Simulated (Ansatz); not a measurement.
**SiClF: a spread of methods and bases**

Aim: run SiClF under a spread of inputs, and see what each costs and gives.

Program: Ansatz 0.2.0, Gaussian basis. Level of theory: the settings change from run to run. These are calculated values, not measurements.

## Step 1: The relaxed structure

The structure was relaxed beforehand with PBE0-D4 in a triple-zeta def2 set.

SMILES `F[Si]Cl`, 3 atoms, charge 0, spin multiplicity 1.

Atoms are counted from 1 here; the program's logs count them from 0.

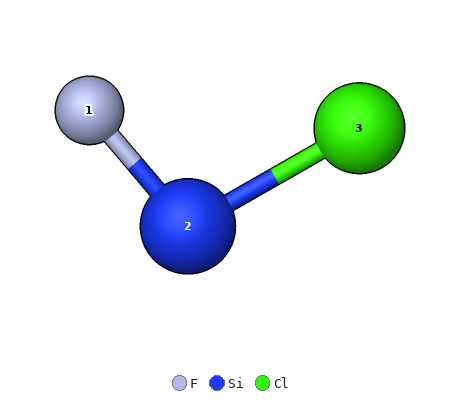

The geometry (fluorine light blue, silicon blue, chlorine green); atoms are numbered from 1 in the order of the file.

## Step 2: BHLYP/cc-pVDZ

This run has D3(BJ) with three-body dispersion.

File in.yaml:

```yaml
crystal:
  periodic: [false, false, false]
  atoms:
    - {symbol: F, position_ang: [0.627695, -1.227554, 0.202238]}
    - {symbol: Si, position_ang: [-0.607876, -0.382270, -0.371096]}
    - {symbol: Cl, position_ang: [-0.030820, 1.545023, 0.155558]}
basis:
  gaussian: {orbitals: cc-pVDZ}
hamiltonian: {xc: {name: BHLYP}, dispersion: d3bjatm}
output: {forces: true}
```

Started as:

```sh
$ ansatz run in.yaml --threads 2 --pin off --events-out ev --progress --plain --max-ram 22528MiB --backend cpu
```

The log of the run:

```text
Functional definition: BHLYP
  name "BHLYP"
  cite "Becke, J. Chem. Phys. 98, 1372 (1993) doi:10.1063/1.464304"
  cite "Becke, Phys. Rev. A 38, 3098 (1988) doi:10.1103/PhysRevA.38.3098"
  cite "Lee, Yang & Parr, Phys. Rev. B 37, 785 (1988) doi:10.1103/PhysRevB.37.785"
  parameter a = 0.5
  exchange = (1 - a)*b88_x + a*exact_x
  correlation = lyp_c
510 factors; integrals over basis functions are off by at most 7.3e-4 eV
mean field evaluation 1: about -23116.3841 eV, gradient 3.0e1 eV
mean field evaluation 2: about -23115.7573 eV, gradient 3.8e1 eV
mean field evaluation 4: about -23118.0239 eV, gradient 8.1e-1 eV
mean field evaluation 8: about -23118.1668 eV, gradient 8.1e-2 eV
mean field evaluation 16: about -23118.1668 eV, gradient 2.0e-5 eV
mean field -23118.16684040 eV, -849.5769613283 hartree, gradient 2.0e-5 eV, S^2 0.000000; 0 other end points of the search recorded, 0 dependent functions left out
the calculation of the forces begins
reference -23118.16696035 eV, -849.5769657365 hartree; 20, 20 occupied and 30, 30 virtual orbitals, 510 factors
Total energy: -23118.26495628 eV, -849.5805670206 hartree
Atom 0 at     0.627695    -1.227554     0.202238 Å, force     1.035674    -0.660497     0.485932 eV/Å
Atom 1 at    -0.607876    -0.382270    -0.371096 Å, force    -1.194980     0.231286    -0.619857 eV/Å
Atom 2 at    -0.030820     1.545023     0.155558 Å, force     0.159305     0.429211     0.133925 eV/Å
Dipole moment:    -0.217915    -0.115764    -0.130645 e Å
```

Run time: 0.96 s. Hardware: 2 threads of AMD EPYC 7R13, shared host.

Largest force 1.366 eV/Å, dipole 1.34 D.

## Step 3: r2SCANh/6-31G*

Options: atoms shaken by 0.03 Å, a grid of angular degree 11, high accuracy.

File in.yaml:

```yaml
crystal:
  periodic: [false, false, false]
  atoms:
    - {symbol: F, position_ang: [0.589688, -1.255116, 0.238653]}
    - {symbol: Si, position_ang: [-0.682209, -0.382626, -0.392035]}
    - {symbol: Cl, position_ang: [-0.063473, 1.522557, 0.103691]}
basis:
  gaussian: {orbitals: "6-31G*", final_grid: {core_spheres: 5, valence_spheres: 4, degree: 11}}
hamiltonian: {xc: {name: r2SCANh}}
accuracy: high
```

Same command.

The log of the run, shortened:

```text
Functional definition: r2SCANh
  name "r2SCANh"
  cite "Bursch, Neugebauer, Ehlert & Grimme, J. Chem. Phys. 156, 134105 (2022) doi:10.1063/5.0086040"
  cite "Furness, Kaplan, Ning, Perdew & Sun, J. Phys. Chem. Lett. 11, 8208 (2020) doi:10.1021/acs.jpclett.0c02405"
  cite "Furness, Kaplan, Ning, Perdew & Sun, J. Phys. Chem. Lett. 11, 9248 (2020) doi:10.1021/acs.jpclett.0c03077"
  parent r2scan
[...]
976 factors; integrals over basis functions are off by at most 3.3e-9 eV
[...]
mean field -23115.04529053 eV, -849.4622464867 hartree, gradient 3.0e-8 eV, S^2 0.000000; 0 other end points of the search recorded, 0 dependent functions left out
reference -23115.04529077 eV, -849.4622464954 hartree; 20, 20 occupied and 33, 33 virtual orbitals, 976 factors
Total energy: -23115.04529077 eV, -849.4622464954 hartree
```

Run time: 0.96 s. Hardware: 2 threads of AMD EPYC 7R13, shared host.

## Step 4: wB97X-V/STO-3G

This run has the search for lower states set to light.

File in.yaml:

```yaml
crystal:
  periodic: [false, false, false]
  atoms:
    - {symbol: F, position_ang: [0.627695, -1.227554, 0.202238]}
    - {symbol: Si, position_ang: [-0.607876, -0.382270, -0.371096]}
    - {symbol: Cl, position_ang: [-0.030820, 1.545023, 0.155558]}
basis:
  gaussian: {orbitals: STO-3G}
hamiltonian: {xc: {name: wB97X-V}}
scf: {lower_state_search: light}
output: {forces: true}
```

The command is unchanged.

The log of the run, shortened:

```text
Functional definition: wB97X-V
  name "wB97X-V"
  cite "Mardirossian & Head-Gordon, Phys. Chem. Chem. Phys. 16, 9904 (2014) doi:10.1039/C3CP54374A"
  cite "Becke, J. Chem. Phys. 107, 8554 (1997) doi:10.1063/1.475007"
  cite "Vydrov & Van Voorhis, J. Chem. Phys. 133, 244103 (2010) doi:10.1063/1.3521275"
[...]
      + integral(e_c_pw_opposite_spin*poly(b97_u_opposite, cos0, cos1)) + vv10(b, c)
261 factors; integrals over basis functions are off by at most 1.9e-5 eV
89 factors; integrals over basis functions are off by at most 7.2e-7 eV
[...]
mean field -22847.87787356 eV, -839.6440250056 hartree, gradient 5.5e-5 eV, S^2 0.000000; 0 other end points of the search recorded, 0 dependent functions left out
[...]
reference -22847.87787291 eV, -839.6440249815 hartree; 20, 20 occupied and 3, 3 virtual orbitals, 261 factors
Total energy: -22847.87787291 eV, -839.6440249815 hartree
Atom 0 at     0.627695    -1.227554     0.202238 Å, force     0.473018     0.145662     0.271809 eV/Å
Atom 1 at    -0.607876    -0.382270    -0.371096 Å, force    -1.106771    -1.257540    -0.738186 eV/Å
Atom 2 at    -0.030820     1.545023     0.155558 Å, force     0.633753     1.111878     0.466377 eV/Å
Dipole moment:    -0.128360    -0.572654    -0.133197 e Å
```

It took 0.96 s on 2 threads of AMD EPYC 7R13, shared host.

Largest force 1.831 eV/Å, dipole 2.89 D.

## Step 5: HSE06/aug-pcseg-2

Set apart from the defaults: charge +1, multiplicity 2, density fitting with cc-pVTZ-jkfit.

in.yaml, as its differences from that of step 4:

```diff
@@ -7,5 +7,6 @@
 basis:
-  gaussian: {orbitals: STO-3G}
-hamiltonian: {xc: {name: wB97X-V}}
-scf: {lower_state_search: light}
+  gaussian: {orbitals: aug-pcseg-2, fitting: {mean_field: cc-pVTZ-jkfit}}
+total_charge: 1
+magnetization: {spin_polarized: true, initial_magnetization: 1}
+hamiltonian: {xc: {name: HSE06}}
 output: {forces: true}
```

Same command.

The log of the run, shortened:

```text
Functional definition: HSE06
  name "HSE06"
  cite "Heyd, Scuseria & Ernzerhof, J. Chem. Phys. 118, 8207 (2003) doi:10.1063/1.1564060"
  cite "Krukau, Vydrov, Izmaylov & Scuseria, J. Chem. Phys. 125, 224106 (2006) doi:10.1063/1.2404663"
  cite "Heyd & Scuseria, J. Chem. Phys. 120, 7274 (2004) doi:10.1063/1.1668634"
  cite "Ernzerhof & Perdew, J. Chem. Phys. 109, 3313 (1998) doi:10.1063/1.476928"
  cite "Perdew, Burke & Ernzerhof, Phys. Rev. Lett. 77, 3865 (1996) doi:10.1103/PhysRevLett.77.3865"
  parent pbe
[...]
  # The whole range is PBE's own exchange, as in plane waves. The composition of these papers is wPBEh.
[...]
321 factors; integrals over basis functions are off by at most 9.4e-1 eV
321 factors; integrals over basis functions are off by at most 4.4e-5 eV
[...]
mean field -23100.53086083 eV, -848.9288510332 hartree, gradient 2.5e-5 eV, S^2 0.756116; 0 other end points of the search recorded, 0 dependent functions left out
[...]
reference -23100.53092697 eV, -848.9288534639 hartree; 20, 19 occupied and 126, 127 virtual orbitals, 321 factors
Total energy: -23100.53092697 eV, -848.9288534639 hartree
Atom 0 at     0.627695    -1.227554     0.202238 Å, force    -1.925698     0.295737    -1.007476 eV/Å
Atom 1 at    -0.607876    -0.382270    -0.371096 Å, force     3.006294     1.125735     1.749797 eV/Å
Atom 2 at    -0.030820     1.545023     0.155558 Å, force    -1.080596    -1.421472    -0.742321 eV/Å
Dipole moment:    -0.616848    -0.278900    -0.364375 e Å
```

Run time: 2.8 s. Hardware: 2 threads of AMD EPYC 7R13, shared host.

Largest force 3.656 eV/Å, ⟨S²⟩ 0.756.

## Step 6: wB97X/def2-SVP

File in.yaml:

```yaml
crystal:
  periodic: [false, false, false]
  atoms:
    - {symbol: F, position_ang: [0.627695, -1.227554, 0.202238]}
    - {symbol: Si, position_ang: [-0.607876, -0.382270, -0.371096]}
    - {symbol: Cl, position_ang: [-0.030820, 1.545023, 0.155558]}
basis:
  gaussian: {orbitals: def2-SVP}
hamiltonian: {xc: {name: wB97X}}
output: {forces: true}
```

Launched as before.

The log of the run, shortened:

```text
Functional definition: wB97X
  name "wB97X"
  cite "Chai & Head-Gordon, J. Chem. Phys. 128, 084106 (2008) doi:10.1063/1.2834918"
  cite "Becke, J. Chem. Phys. 107, 8554 (1997) doi:10.1063/1.475007"
[...]
  # The coefficients of nought are those of the uniform gas.
[...]
      + exact_x_lr(omega)
[...]
      + integral(e_c_pw_opposite_spin*poly(b97_u_opposite, 1, cos1, cos2, cos3, cos4))
456 factors; integrals over basis functions are off by at most 9.1e-4 eV
126 factors; integrals over basis functions are off by at most 1.2e-5 eV
[...]
mean field -23109.48494762 eV, -849.2579076534 hartree, gradient 8.2e-5 eV, S^2 0.000000; 0 other end points of the search recorded, 0 dependent functions left out
[...]
reference -23109.48492855 eV, -849.2579069528 hartree; 20, 20 occupied and 30, 30 virtual orbitals, 456 factors
Total energy: -23109.48492855 eV, -849.2579069528 hartree
Atom 0 at     0.627695    -1.227554     0.202238 Å, force     0.652879    -0.429451     0.304869 eV/Å
Atom 1 at    -0.607876    -0.382270    -0.371096 Å, force    -0.685265     0.358118    -0.330320 eV/Å
Atom 2 at    -0.030820     1.545023     0.155558 Å, force     0.032386     0.071333     0.025451 eV/Å
Dipole moment:    -0.169397    -0.104481    -0.103173 e Å
```

Run time: 1.3 s. Hardware: 2 threads of AMD EPYC 7R13, shared host.

Largest force 0.841 eV/Å, dipole 1.08 D.

## Step 7: B97/6-31G

Options: a point charge of 0.50 e beside it, the search for lower states set to off.

in.yaml, as its differences from that of step 6:

```diff
@@ -7,4 +7,4 @@
 basis:
-  gaussian: {orbitals: def2-SVP}
-hamiltonian: {xc: {name: wB97X}}
-output: {forces: true}
+  gaussian: {orbitals: 6-31G, point_charges: [{charge: 0.50, position_ang: [5.058, 0.831, -0.077]}]}
+hamiltonian: {xc: {name: B97}}
+scf: {lower_state_search: off}
```

Launched as before.

The log of the run, shortened:

```text
Functional definition: B97
  name "B97"
  cite "Becke, J. Chem. Phys. 107, 8554 (1997) doi:10.1063/1.475007"
[...]
      + integral(e_c_pw_opposite_spin*poly(b97_u_opposite, cos0, cos1, cos2))
[...]
355 factors; integrals over basis functions are off by at most 1.2e-4 eV
[...]
mean field -23112.19291402 eV, -849.3574235830 hartree, gradient 2.1e-6 eV, S^2 0.000000; 0 other end points of the search recorded, 0 dependent functions left out
reference -23112.19293085 eV, -849.3574242017 hartree; 20, 20 occupied and 15, 15 virtual orbitals, 355 factors
Total energy: -23112.19293085 eV, -849.3574242017 hartree
Checks for a lower state left out: stability, starts, cluster_reference, orbital_swaps, neighbouring_geometries, increment
```

Run time: 0.56 s. Hardware: 2 threads of AMD EPYC 7R13, shared host.

## Step 8: B97M-V/def2-SVPD

Options: a point charge of -1.00 e beside it, relativity set to scalar.

File in.yaml:

```yaml
crystal:
  periodic: [false, false, false]
  atoms:
    - {symbol: F, position_ang: [0.627695, -1.227554, 0.202238]}
    - {symbol: Si, position_ang: [-0.607876, -0.382270, -0.371096]}
    - {symbol: Cl, position_ang: [-0.030820, 1.545023, 0.155558]}
basis:
  gaussian: {orbitals: def2-SVPD, point_charges: [{charge: -1.00, position_ang: [5.012, 0.368, 0.893]}]}
hamiltonian: {xc: {name: B97M-V}, pseudopotentials: {relativity: scalar}}
```

Launched as before.

The log of the run, shortened:

```text
Functional definition: B97M-V
  name "B97M-V"
  cite "Mardirossian & Head-Gordon, J. Chem. Phys. 142, 074111 (2015) doi:10.1063/1.4907719"
  cite "Becke, J. Chem. Phys. 107, 8554 (1997) doi:10.1063/1.475007"
  cite "Vydrov & Van Voorhis, J. Chem. Phys. 133, 244103 (2010) doi:10.1063/1.3521275"
  # Of w^i u^j: cxij and so on, Table III.
[...]
  gx(w, u) = cx00 + cx01*u + cx02*u^2 + (cx10 + cx11*u)*w
  gss(w, u) = css00 + css02*u^2 + css10*w + (css32*w^3 + css42*w^4)*u^2
  gos(w, u) = cos00 + cos01*u + cos03*u^3 + cos10*w + cos32*w^3*u^2
[...]
      + integral(e_c_pw_mod_opposite_spin*gos(b97_w_opposite, b97_u_opposite)) + vv10(b, c)
689 factors; their error is unknown
[...]
mean field -23155.43514853 eV, -850.9465463908 hartree, gradient 1.9e-5 eV, S^2 0.000000; 0 other end points of the search recorded, 0 dependent functions left out
reference -23155.43520580 eV, -850.9465484954 hartree; 20, 20 occupied and 54, 54 virtual orbitals, 689 factors
Total energy: -23155.43520580 eV, -850.9465484954 hartree
Relativity: scalar
```

It took 1.8 s on 2 threads of AMD EPYC 7R13, shared host.

## Step 9: r2SCANh/aug-cc-pVDZ

Options: density fitting with cc-pVTZ-jkfit.

File in.yaml:

```yaml
crystal:
  periodic: [false, false, false]
  atoms:
    - {symbol: F, position_ang: [0.627695, -1.227554, 0.202238]}
    - {symbol: Si, position_ang: [-0.607876, -0.382270, -0.371096]}
    - {symbol: Cl, position_ang: [-0.030820, 1.545023, 0.155558]}
basis:
  gaussian: {orbitals: aug-cc-pVDZ, fitting: {mean_field: cc-pVTZ-jkfit}}
hamiltonian: {xc: {name: r2SCANh}}
```

The command is unchanged.

The log of the run, shortened:

```text
Functional definition: r2SCANh
  name "r2SCANh"
  cite "Bursch, Neugebauer, Ehlert & Grimme, J. Chem. Phys. 156, 134105 (2022) doi:10.1063/5.0086040"
  cite "Furness, Kaplan, Ning, Perdew & Sun, J. Phys. Chem. Lett. 11, 8208 (2020) doi:10.1021/acs.jpclett.0c02405"
  cite "Furness, Kaplan, Ning, Perdew & Sun, J. Phys. Chem. Lett. 11, 9248 (2020) doi:10.1021/acs.jpclett.0c03077"
  parent r2scan
[...]
321 factors; integrals over basis functions are off by at most 4.0e-1 eV
[...]
mean field -23116.58595224 eV, -849.5188647601 hartree, gradient 2.2e-5 eV, S^2 0.000000; 0 other end points of the search recorded, 0 dependent functions left out
reference -23116.58596932 eV, -849.5188653878 hartree; 20, 20 occupied and 57, 57 virtual orbitals, 321 factors
Total energy: -23116.58596932 eV, -849.5188653878 hartree
```

Run time: 1.3 s. Hardware: 2 threads of AMD EPYC 7R13, shared host.

## Step 10: r2SCAN50/STO-3G

Set apart from the defaults: charge -1, multiplicity 2, atoms shaken by 0.08 Å, D3(BJ) dispersion.

File in.yaml:

```yaml
crystal:
  periodic: [false, false, false]
  atoms:
    - {symbol: F, position_ang: [0.724883, -1.259723, 0.180928]}
    - {symbol: Si, position_ang: [-0.666647, -0.424512, -0.412932]}
    - {symbol: Cl, position_ang: [-0.080865, 1.612639, 0.097730]}
basis:
  gaussian: {orbitals: STO-3G}
total_charge: -1
magnetization: {spin_polarized: true, initial_magnetization: 1}
hamiltonian: {xc: {name: r2SCAN50}, dispersion: d3bj}
output: {forces: true}
```

Launched as before.

The log of the run, shortened:

```text
Warning: the engine holds no damping parameters fitted to this dispersion correction and functional, so the run takes those fitted to r2scan50 beside the three-body term, which d3bj leaves out (hamiltonian.dispersion, under Limitations)
Functional definition: r2SCAN50
  name "r2SCAN50"
  cite "Bursch, Neugebauer, Ehlert & Grimme, J. Chem. Phys. 156, 134105 (2022) doi:10.1063/5.0086040"
  cite "Furness, Kaplan, Ning, Perdew & Sun, J. Phys. Chem. Lett. 11, 8208 (2020) doi:10.1021/acs.jpclett.0c02405"
  cite "Furness, Kaplan, Ning, Perdew & Sun, J. Phys. Chem. Lett. 11, 9248 (2020) doi:10.1021/acs.jpclett.0c03077"
  parent r2scan
[...]
260 factors; integrals over basis functions are off by at most 1.6e-5 eV
[...]
mean field -22846.46550488 eV, -839.5921214139 hartree, gradient 6.7e-5 eV, S^2 0.752332; 0 other end points of the search recorded, 0 dependent functions left out
[...]
reference -22846.46550691 eV, -839.5921214885 hartree; 21, 20 occupied and 2, 3 virtual orbitals, 260 factors
Total energy: -22846.48500638 eV, -839.5928380806 hartree
Atom 0 at     0.724883    -1.259723     0.180928 Å, force    -0.925205     0.982638    -0.348217 eV/Å
Atom 1 at    -0.666647    -0.424512    -0.412932 Å, force     0.264268    -2.266043    -0.117190 eV/Å
Atom 2 at    -0.080865     1.612639     0.097730 Å, force     0.660937     1.283405     0.465406 eV/Å
Dipole moment:     0.032795    -0.188361    -0.004411 e Å
```

It took 0.81 s on 2 threads of AMD EPYC 7R13, shared host.

Largest force 2.284 eV/Å, ⟨S²⟩ 0.752.

## Step 11: All runs side by side

```
              level  charge  multiplicity               geometry  functions  energy (eV)    time
      BHLYP/cc-pVDZ       0             1                relaxed         50   -23118.265  0.96 s
     r2SCANh/6-31G*       0             1                 shaken         53   -23115.045  0.96 s
     wB97X-V/STO-3G       0             1                relaxed         23   -22847.878  0.96 s
  HSE06/aug-pcseg-2       1             2                relaxed        146   -23100.531   2.8 s
     wB97X/def2-SVP       0             1                relaxed         50   -23109.485   1.3 s
          B97/6-31G       0             1  relaxed, point charge         35   -23112.193  0.56 s
   B97M-V/def2-SVPD       0             1  relaxed, point charge         74   -23155.435   1.8 s
r2SCANh/aug-cc-pVDZ       0             1                relaxed         77   -23116.586   1.3 s
    r2SCAN50/STO-3G      -1             2                 shaken         23   -22846.485  0.81 s
```

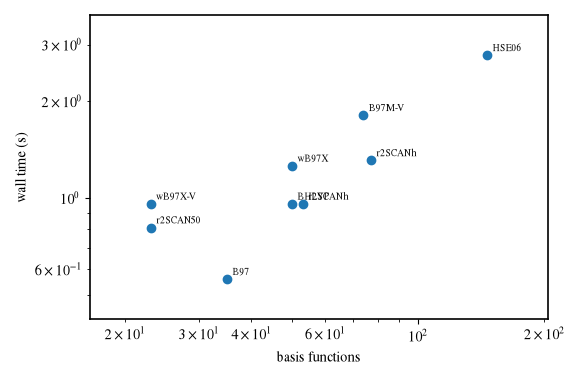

Wall time against the number of basis functions (shared host).

## Step 12: Results

```
                                         quantity                     value
                                             runs                         9
                                         quickest         B97/6-31G, 0.56 s
                                          slowest  HSE06/aug-pcseg-2, 2.8 s
spread of total energies, same state and geometry                  270.4 eV
                  dipole, same state and geometry            1.08 to 2.89 D
```

In words: HSE06/aug-pcseg-2 took 5 times as long as B97/6-31G. The jobs differ in tasks and options as well as level. Total energies at one charge and spin differ by 270 eV between levels, so only differences within one level mean anything. At the PBE0-D4/def2-TZVP geometry and in the same state, runs without warnings or point charges leave forces up to 1.83 eV/Å (wB97X-V/STO-3G). At that geometry and state the dipole changes by 168 % between the lowest and highest value.
